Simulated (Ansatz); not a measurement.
# Lattice dynamics of GeF2 (model cell, started as CdI2 type), part 2 of 3

Task: relax GeF2 (model cell, started as CdI2 type), then find its harmonic phonons.

Ansatz 0.2.0; DFT PBEsol, scalar-relativistic, plane waves, PAW.

So far. Step 4 (Relaxing to small forces for the phonons): The largest force component left is 0.022 meV/Å and the pressure is -0.002 GPa, within the tolerances set. The cell now holds 17.37 Å³/atom. The relaxed cell has a = 3.538, c = 4.809 Å (conventional setting).

The structure was built from a prototype and need not be the compound's stable phase.

### Step 5. Linear response at the zone centre

The zone centre comes first: it holds the modes that light can see, as far as symmetry allows. The response to a homogeneous field gives the Born charges and the dielectric tensor, and its change with displacement the Raman tensors.

Contents of input.yaml:

```yaml
crystal:
  lattice:
    - [3.5375511125, 0.0, 0.0]
    - [-1.7687755563, 3.0636091306, 0.0]
    - [0.0, 0.0, 4.8089206362]
  atoms:
    - { symbol: Ge, position: [0.0, 0.0, 0.0] }
    - { symbol: F, position: [0.3333333333, 0.6666666667, 0.2018225846] }
    - { symbol: F, position: [0.6666666667, 0.3333333333, 0.7981774154] }
kpoints:
  mp_grid: { grid: [9, 9, 6] }
hamiltonian:
  xc: pbesol
scf:
  occupations: { method: fixed }
output:
  eigenvalues: true
phonons:
  method: dfpt
  dielectric: true
  rigid_motions: translations
  raman: true
```

Started as:

```console
$ ansatz run input.yaml --threads 4 --pin off --max-ram 7168MiB --backend cpu --events-out ev --progress --plain --runs-dir out
```

Numbers of over 12 decimals in the logs are rounded to 6 here.

The log of the run:

```text
[...]
Crystal: 3 atoms, lattice volume = 52.118 Å³
Basis set: ecut = 420 eV, 995 PW (Γ), exchange–correlation on 48×48×72 points (8 copies of the dense FFT grid, shifted against one another)
Bands: 18, of which v1, the nominal top of the filled ones, is band 14 counted from 1 (13 counted from 0)
Symmetry: 12 space group operations
k-points: 140 of 486 (irreducible under 2 space group operations, time reversal used)
[...]
SCF iter   1: F=—  HF=-5854.248183 eV  |F-HF|=—  |Δ(HF+E_count)|=         —  Δρ=9.04e-3  dr2=2.34e-2  ethr=1.77e-3  ⟨swp⟩=4.0  Hψ=10616  notcnv=0  defer=251
[...]
SCF iter   9: F=-5854.243850 eV  HF=-5854.243850 eV  |F-HF|=8.19e-12  |Δ(HF+E_count)|=  1.24e-10  Δρ=1.27e-7  dr2=6.44e-12  ethr=1.00e-12  ⟨swp⟩=8.3  Hψ=13577  notcnv=0
SCF 1 converged in 9 iterations: F = -5854.243850 eV  dr2 = 6.44e-12
[...]
NSCF: frozen V_eff on 4 k-points
DFPT response loops at Γ: preconditioner auto → none (the input reference at scf.mixing.eps_inf says where Resta's filter doesn't serve); β = 0.50; Broyden in place of MSR1
── the response to a field inside a basis, on 10×10×6 k-points: an SCF that follows is theirs, and a resumed run solves both again ──
Bands: 15, of which v1, the nominal top of the filled ones, is band 14 counted from 1 (13 counted from 0)
k-points: 165 of 600 (irreducible under 4 space group operations)
[...]
Eigensolver: Dense (165 Hₖ)
SCF iter   1: F=—  HF=-5854.245478 eV  |F-HF|=—  |Δ(HF+E_count)|=         —  Δρ=6.10e-4  dr2=3.32e-5  ethr=1.00e-1
[...]
SCF iter   7: F=-5854.245478 eV  HF=-5854.245478 eV  |F-HF|=2.46e-11  |Δ(HF+E_count)|=  2.08e-10  Δρ=2.03e-7  dr2=4.16e-11  ethr=2.87e-12
SCF 1 converged in 7 iterations: F = -5854.245478 eV  dr2 = 4.16e-11
[...]
SCF converged after 9 iterations
Free energy (F): -5854.243850 eV
[...]
Internal energy: -5854.243850 eV  (E = F + TS)
E sigma→0 (E₀):  -5854.243850 eV
Fermi energy:    2.706672 eV
[...]
--- Band table (eV; the first three rows and the last of 140) ---
  k-point 0: bands = [... 10 lower, -0.9692, -0.9692, -0.0928, 0.2574, 5.6498, 9.0985, 9.0985, 10.6482]
  k-point 1: bands = [... 10 lower, -0.9738, -0.9738, -0.3007, 0.5017, 5.4472, 9.0946, 9.0946, 11.1459]
  k-point 2: bands = [... 10 lower, -0.9852, -0.9852, -0.5206, 0.8041, 5.0820, 9.0869, 9.0869, 12.3401]
  k-point 139: bands = [... 10 lower, -1.1724, -0.4143, -0.2536, 2.3127, 6.7117, 7.8610, 9.3930, 12.5510]
--- Phonons (Γ-DFPT): 4 representative perturbations + reference, on 140 of 486 k-points (Σ response iterations 15) ---
  k mesh reduced under 2 symmetry operations, with k and −k counted as one. Each operation leaves every solved perturbation unchanged. A smaller set is not considered because the run solves the response to a homogeneous field
  ASR residual: 1.016e-4 → 0.000e0 eV/Å²; symmetrization residual: 3.691e-6 eV/Å²
  ASR residual per site (eV/Å²): 1.31e-5 1.02e-4 1.02e-4
  Γ frequencies (cm⁻¹): -164.24 -164.24 0.00 0.00 0.00 223.61 223.61 237.11 261.07
  ε∞ (high-frequency dielectric tensor):
        3.462666    -0.000000    -0.000000
       -0.000000     3.462666     0.000000
       -0.000000     0.000000     2.185743
  softest optical mode at Γ: -164.24 cm⁻¹; the repairs (sum rule, projections) moved no ω² at Γ by more than (1.39 cm⁻¹)²
  Born effective charges Z* (e; rows j = field, columns β = displacement):
    site 0:
         4.05507   -0.00000   -0.00000
        -0.00000    4.05507    0.00000
        -0.00000    0.00000    1.27229
    site 1:
        -2.02753    0.00000    0.00000
         0.00000   -2.02753   -0.00000
        -0.00000   -0.00000   -0.63614
    site 2:
        -2.02753    0.00000    0.00000
         0.00000   -2.02753   -0.00000
         0.00000   -0.00000   -0.63614
  Z* charge neutrality: 3.655e-5 e pre-enforcement
  k-mesh period / interband length: 31.8 Å / 1.11 Å = 28.63 at k = (0.0000, 0.4444, -0.1667), direct gap 4.056 eV — 14 or more, which is no proof of convergence
  Raman tensors (in the event stream and the table raman_tensors.tsv): an entry may err by 1.5e-2 Å², one of the second-order susceptibility by 1.5e-20 pm/V (basis, points and sum rule); their sum over the sites missed zero by 2.220e-16 Å² ahead of its enforcement
  optical modes at Γ without the LO–TO term, one row a degenerate level:
      ω (cm⁻¹)  modes    IR ((D/Å)²/amu)  static Raman (Å⁴/amu)  depolarisation
       -164.24      2            30.4148                 0.0000               —
        223.61      2             0.0000                 2.9586           0.750
        237.11      1             1.4970                 0.0000               —
        261.07      1             0.0000                14.0693           0.002
  optical modes at Γ + LO–TO along q̂ = [1.0000, 0.0000, 0.0000]:
      ω (cm⁻¹)  modes    IR ((D/Å)²/amu)  static Raman (Å⁴/amu)  depolarisation
       -164.24      1            15.2074                 0.0000               —
        223.61      2             0.0000                 2.9586           0.750
        237.11      1             1.4970                 0.0000               —
        261.07      1             0.0000                14.0693           0.002
        390.84      1            15.2074                 0.0000               —
  optical modes at Γ + LO–TO along q̂ = [0.0000, 1.0000, 0.0000]:
      ω (cm⁻¹)  modes    IR ((D/Å)²/amu)  static Raman (Å⁴/amu)  depolarisation
       -164.24      1            15.2074                 0.0000               —
        223.61      2             0.0000                 2.9586           0.750
        237.11      1             1.4970                 0.0000               —
        261.07      1             0.0000                14.0693           0.002
        390.84      1            15.2074                 0.0000               —
  optical modes at Γ + LO–TO along q̂ = [0.0000, 0.0000, 1.0000]:
      ω (cm⁻¹)  modes    IR ((D/Å)²/amu)  static Raman (Å⁴/amu)  depolarisation
       -164.24      2            30.4148                 0.0000               —
        223.61      2             0.0000                 2.9586           0.750
        261.07      1             0.0000                14.0693           0.002
        290.26      1             1.4970                 0.0000               —
```

Wall time 4 min (4 threads of AMD EPYC 7R13 (Zen 3), shared host); peak memory 2 GiB; 15 min of CPU time.

This step gave:

* sum-rule residual before enforcement: 1.02e-4 eV/Å²
* miss of the charge sum rule: 3.66e-5 e
* point group: -3m
* highest optical mode at the zone centre (no LO-TO term): 261.1 cm⁻¹
* lowest optical zone-centre mode: -164.2 cm⁻¹
* mean high-frequency dielectric constant: 3.037
* largest Born charge (third of the trace): 3.127 e
* top of the zone-centre spectrum with the field: 390.8 cm⁻¹

Without the LO-TO term. Patterns of degenerate modes are one choice out of their space. The modes at Γ (shares of kinetic energy by element, %) (negative means imaginary):

```tsv
mode	frequency (cm⁻¹)	symmetry	Ge %	F %
1	-164.2	Eu	34	66
2	-164.2	Eu	34	66
3	0.0	acoustic	66	34
4	0.0	acoustic	66	34
5	0.0	acoustic	66	34
6	223.6	Eg	0	100
7	223.6	Eg	0	100
8	237.1	A2u	34	66
9	261.1	A1g	0	100
```

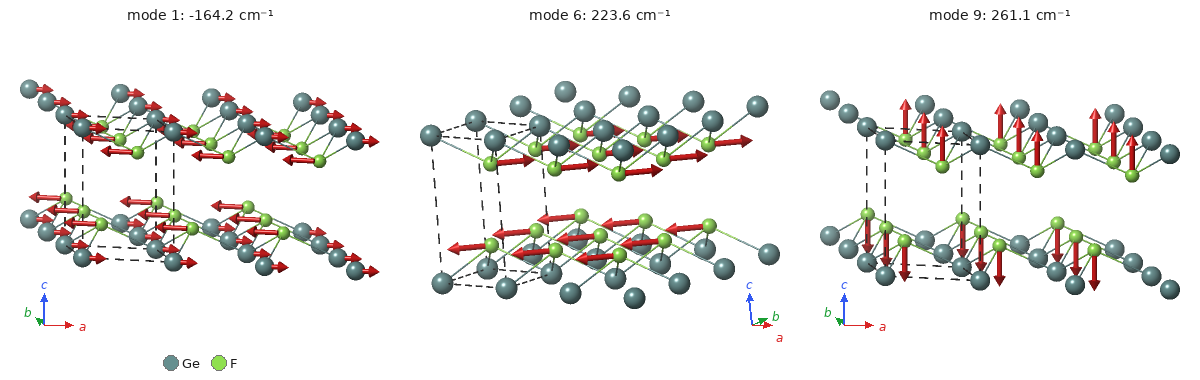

Displacement patterns of modes 1, 6 and 9 at Γ; arrows are exaggerated. Bonds to atoms that aren't drawn are left out. 3×3×1 cells are drawn. Some periodic images of atoms are drawn too.

Optical modes at the zone centre, without and with the macroscopic field of the longitudinal modes; each column is sorted by frequency, so a row need not hold one and the same mode. Modes with and without the field, by row:

```tsv
rank among optical modes	no field (cm⁻¹)	q along (1, 0, 0) (cm⁻¹)	q along (0, 0, 1) (cm⁻¹)
1	-164.2	-164.2	-164.2
2	-164.2	223.6	-164.2
3	223.6	223.6	223.6
4	223.6	237.1	223.6
5	237.1	261.1	261.1
6	261.1	390.8	290.3
```

Born charge (rows field, columns displacement) (e), principal values of the symmetric part by kind of site:

```tsv
atom	atoms with these values	low	middle	high	mean
Ge1	1	1.27	4.06	4.06	3.13
F2	2	-2.03	-2.03	-0.64	-1.56
```

In full for Ge1:

```
4.06 0.00 0.00
0.00 4.06 0.00
0.00 0.00 1.27
```

High-frequency dielectric tensor:

```
3.46 0.00 0.00
0.00 3.46 0.00
0.00 0.00 2.19
```

Transverse modes; imaginary modes are left out. Lines of the infrared spectrum (strongest = 100):

```tsv
position (cm⁻¹)	label	relative intensity
224	Eg	0.0
237	A2u	100
261	A1g	0.0
```

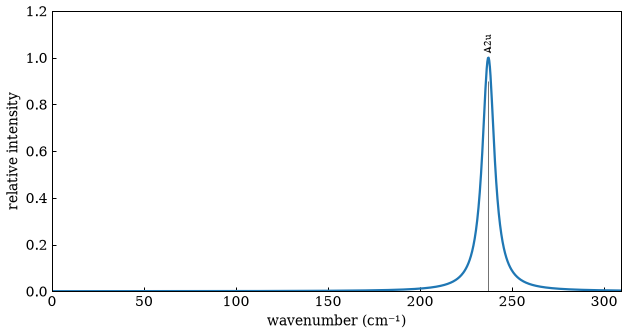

The infrared spectrum, broadened with Lorentzians of width 8 cm⁻¹; bars mark the lines.

Activity x (w_L - w)^4 (n + 1)/w, 532 nm, 300 K; imaginary modes are left out; modes without the macroscopic field alone. Lines of the Raman spectrum (strongest = 100):

```tsv
position (cm⁻¹)	label	relative intensity
224	Eg	27
237	A2u	0.0
261	A1g	100
```

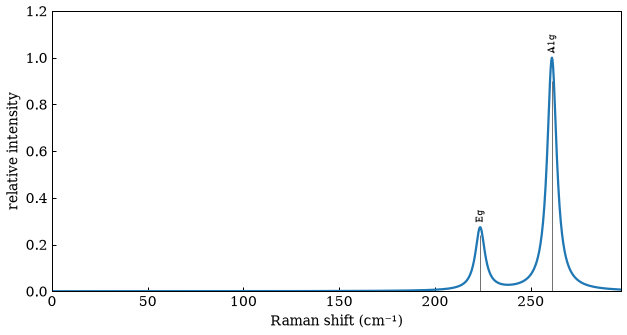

The Raman spectrum, broadened with Lorentzians of width 6 cm⁻¹; bars mark the lines.

Before it was imposed, the acoustic sum rule was missed by 1.0e-4 eV/Å² and the charge sum rule by 3.7e-5 e. Small misses are needed for a sound result but don't prove that mesh and cutoff are converged. The lowest optical mode is imaginary, 164.2i cm⁻¹, so the energy falls along it.

### Step 6. The dispersion

Stability and thermal properties need the whole zone. Linear response on a 3×3×2 q mesh gives force constants as far as a supercell of that size would, and the tensors from the zone-centre run are typed in so that the long-range dipole term is interpolated apart.

input.yaml, the sections that differ from step 5:

```yaml
phonons:
  method: dfpt
  qmesh: [3, 3, 2]
  temperatures: { t_max: 1000, t_step: 50 }
  qpath:
    path:
      - [[0.0, 0.0, 0.0], [0.5, 0.0, 0.0], [0.33333333, 0.33333333, 0.0], [0.0, 0.0, 0.0], [0.0, 0.0, 0.5], [0.5, 0.0, 0.5], [0.33333333, 0.33333333, 0.5], [0.0, 0.0, 0.5]]
      - [[0.5, 0.0, 0.5], [0.5, 0.0, 0.0]]
      - [[0.33333333, 0.33333333, 0.5], [0.33333333, 0.33333333, 0.0]]
    npoints: 10
  non_analytic_term:
    high_frequency_dielectric_tensor: [[3.4627, 0.0, 0.0], [0.0, 3.4627, 0.0], [0.0, 0.0, 2.1857]]
    born_effective_charges:
      - { species: Ge, tensor: [[4.0551, 0.0, 0.0], [0.0, 4.0551, 0.0], [0.0, 0.0, 1.2723]] }
      - { species: F, tensor: [[-2.0275, 0.0, 0.0], [0.0, -2.0275, 0.0], [0.0, 0.0, -0.6361]] }
      - { species: F, tensor: [[-2.0275, 0.0, 0.0], [0.0, -2.0275, 0.0], [0.0, 0.0, -0.6361]] }
    source: "zone-centre run at this cell"
# crystal, kpoints, hamiltonian, scf, output: as in step 5
```

The log of the run:

```text
Warning: phonons: the dynamical matrix that this run interpolates holds no multipole term above the dipole-dipole one, and a site of this crystal is no centre of inversion, so its interpolated transverse optical and acoustic branches and sound speeds can stay off near Gamma, and the density of states and the thermodynamics with them. What a run solves at a wave vector of phonons.qpoints, Gamma apart, where the deck admits one, is free of this, and under fd what a larger phonons.supercell samples
[...]
Crystal: 3 atoms, lattice volume = 52.118 Å³
Basis set: ecut = 420 eV, 995 PW (Γ), exchange–correlation on 48×48×72 points (8 copies of the dense FFT grid, shifted against one another)
Bands: 18, of which v1, the nominal top of the filled ones, is band 14 counted from 1 (13 counted from 0)
Symmetry: 12 space group operations
k-points: 62 of 486
[...]
SCF iter   1: F=—  HF=-5854.248180 eV  |F-HF|=—  |Δ(HF+E_count)|=         —  Δρ=9.04e-3  dr2=2.34e-2  ethr=1.77e-3  ⟨swp⟩=4.0  Hψ=4714  notcnv=0  defer=108
[...]
SCF iter   9: F=-5854.243850 eV  HF=-5854.243850 eV  |F-HF|=9.09e-12  |Δ(HF+E_count)|=  1.06e-10  Δρ=1.16e-7  dr2=5.51e-12  ethr=1.00e-12  ⟨swp⟩=8.2  Hψ=5964  notcnv=0
SCF 1 converged in 9 iterations: F = -5854.243850 eV  dr2 = 5.51e-12
[...]
DFPT response loops at q = (0, 0, 0) (fractional): preconditioner auto → none (the input reference at scf.mixing.eps_inf says where Resta's filter doesn't serve); β = 0.50; Broyden in place of MSR1
[...]
WARN: phonons: 21 modes above zero would be rigid motions if what is in doubt were free, and are counted in the zero-point energy, free energy, entropy and heat capacity. With what each adds to F at 1000 K, by the weight of its row in the mesh: 1.74 cm⁻¹ (-0.000 eV; rigid weight 1.000, of which rotation 0.000), 1.74 cm⁻¹ (-0.000 eV; rigid weight 1.000, of which rotation 0.000), 2.88 cm⁻¹ (-0.000 eV; rigid weight 1.000, of which rotation 0.000), 3.44 cm⁻¹ (-0.000 eV; rigid weight 1.000, of which rotation 0.000), 3.44 cm⁻¹ (-0.000 eV; rigid weight 1.000, of which rotation 0.000), 5.03 cm⁻¹ (-0.000 eV; [rest of the remark cut]
SCF converged after 9 iterations
Free energy (F): -5854.243850 eV
[...]
Internal energy: -5854.243850 eV  (E = F + TS)
E sigma→0 (E₀):  -5854.243850 eV
Fermi energy:    2.706672 eV
[...]
--- Band table (eV; the first three rows and the last of 62) ---
  k-point 0: bands = [... 10 lower, -0.9692, -0.9692, -0.0928, 0.2574, 5.6498, 9.0985, 9.0985, 10.6482]
  k-point 1: bands = [... 10 lower, -0.9738, -0.9738, -0.3007, 0.5017, 5.4472, 9.0946, 9.0946, 11.1459]
  k-point 2: bands = [... 10 lower, -0.9852, -0.9852, -0.5206, 0.8041, 5.0820, 9.0869, 9.0869, 12.3401]
  k-point 61: bands = [... 10 lower, -1.5187, -0.2341, -0.2341, 2.7067, 7.4309, 8.4134, 8.4134, 13.1868]
--- Phonons (Γ-DFPT): 4 representative perturbations + reference (Σ response iterations 16) ---
  ASR residual: 9.033e-5 → 0.000e0 eV/Å²; symmetrization residual: 4.217e-6 eV/Å²
  ASR residual per site (eV/Å²): 1.29e-5 9.03e-5 9.03e-5
  Γ frequencies (cm⁻¹): -164.24 -164.24 0.00 0.00 0.00 223.61 223.61 237.11 261.07
--- Phonons (arbitrary-q DFPT): 6 irreducible q on the 3×3×2 mesh ---
  q = [0.0000, 0.0000, 0.0000] (star 1, of the zone-centre solve; hermiticity 1.64e-6, symmetrization 3.04e-10): -164.24 -164.24 -0.00 0.00 0.00 223.61 223.61 237.11 261.07
  q = [0.0000, 0.0000, -0.5000] (star 1, 4 solved perturbations in 404 linear systems a pass and spin channel, the states on 140 of 486 k-point pairs; hermiticity 1.01e-6, symmetrization 1.55e-9): -161.12 -161.12 8.50 8.50 12.98 221.66 221.66 260.45 290.61
  q = [0.0000, 0.3333, 0.0000] (star 6, 6 solved perturbations on 270 of 486 k-point pairs; hermiticity 7.12e-7, symmetrization 2.14e-9): -192.05 -133.57 62.28 85.72 139.04 180.79 210.70 268.66 361.22
[...]
sum rule: each row above includes the acoustic sum rule's correction from the zone centre's row sums; it moved no ω² by more than (1.14 cm⁻¹)²
  mesh force constants: q→R imaginary residual 2.50e-16; ASR residual 9.033e-5 → 0.000e0 eV/Å²; symmetrization residual 5.329e-15 eV/Å²
  interpolated dispersion: 94 rows × 9 modes
  density of states and harmonic sums: on the 21×21×14 q-mesh, interpolated from the force constants of a 3×3×2 supercell (with the dipole–dipole term of supplied tensors)
  largest difference from the sums on the solved wave vectors: F 1.21e-1 eV, S 1.70e-4 and C_V 4.89e-5 eV/K
  zero-point energy: 0.078611 eV/cell   skipped modes (ω ≤ 0): 1098, of them read as no rigid motion or as one in doubt: 1095 (1.820e0 modes/cell left out, lowest -218.25 cm⁻¹)   rigid motions above zero, counted: 21   left out of the sums: 2.02e-1 of the cell's modes: C_V's classical limit lies that fraction below 3 k_B per atom; for a crystal, a wire or a layer, F and S can be off by more, and a phonons.interpolated_qmesh denser along its periods is the remedy for the sampling
```

Elapsed: 1.8 min, on 4 threads; peak memory 0.91 GiB.

This step gave:

| Property | Result |
| --- | --- |
| sum-rule residual before enforcement | 9.03e-5 eV/Å² |
| lowest frequency on the path | -218.9 cm⁻¹ |
| highest frequency on the path or at a solved wavevector | 390.8 cm⁻¹ |
| lowest mode on the q mesh (acoustic modes at Γ apart) | -194.9 cm⁻¹ |

Frequencies (cm⁻¹) solved at each irreducible wavevector; negative means imaginary. Frequencies by wavevector, by row:

```tsv
q in reciprocal lattice units	star	mode 1	mode 2	mode 3	mode 4	mode 5	mode 6	mode 7	mode 8	mode 9
0 0 0	1	-164.2	-164.2	0	0	0	223.6	223.6	237.1	261.1
0 0 -0.5	1	-161.1	-161.1	8.5	8.5	13	221.7	221.7	260.4	290.6
0 0.3333 0	6	-192.1	-133.6	62.3	85.7	139	180.8	210.7	268.7	361.2
0 0.3333 -0.5	6	-192.9	-133.6	67.6	84.2	129.7	182.6	227.9	249.4	335.5
0.3333 0.3333 0	2	-194.9	-101.1	-101.1	58.4	148.3	148.3	233.6	233.6	340.8
0.3333 0.3333 -0.5	2	-191.6	-86.4	-86.4	73	154.8	154.8	222.9	222.9	333.8
```

[end of part 2 of 3]

[Logs are printed without paths, hosts, clocks, repeated set-up lines and the standing remarks that a program may print on its own settings, such as how far it seeks lower states.]

[Hosts, paths, dates, database ids (printed as entryN), source tags and the programs' standing remarks are cut or masked in the printed files.]
